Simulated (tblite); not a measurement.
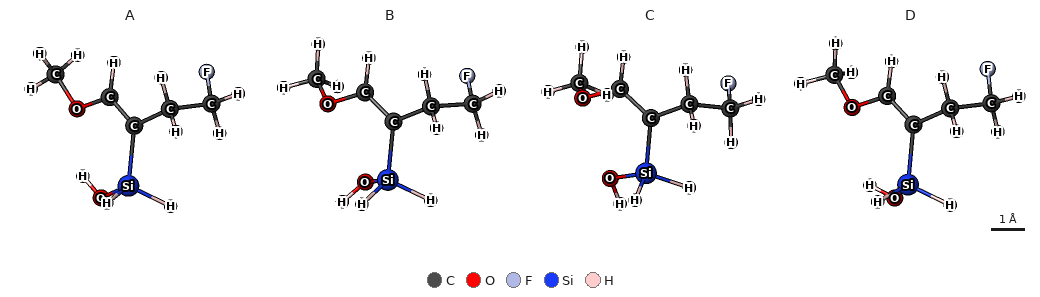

4 geometries from one relaxation of C₅H₁₁FO₂Si, in shuffled order. The picture is a ball-and-stick view, seen at a tilt.

All numbers below come from GFN2-xTB geometry optimisation, gas phase in tblite 0.8.0. 

Put them in the order of the run, from the start to the converged end.

C, B, D, A. They are steps 0, 38, 69, 170, at +0.791 eV, +0.221 eV, +0.043 eV relative to the last. The largest move after the best rigid fit is that of an H atom, 1.27 Å. Largest moves by element: H 1.27 Å, O 0.93 Å, C 0.71 Å, Si 0.50 Å, F 0.43 Å. Some distances before and after: O–Si 1.692 → 1.621 Å, C–Si 1.835 → 1.887 Å, H–O 1.001 → 0.956 Å, C–H 1.122 → 1.095 Å. Among the angles between lasting bonds that change: Si–O–H 106.4° → 117.7°, O–C–H 112.7° → 106.6°, H–Si–H 106.1° → 111.0°. Groups turn about O–Si by about 175°, C–O by about 75°, C–C by about 30°. The energy falls by 0.791 eV in 170 geometry steps.
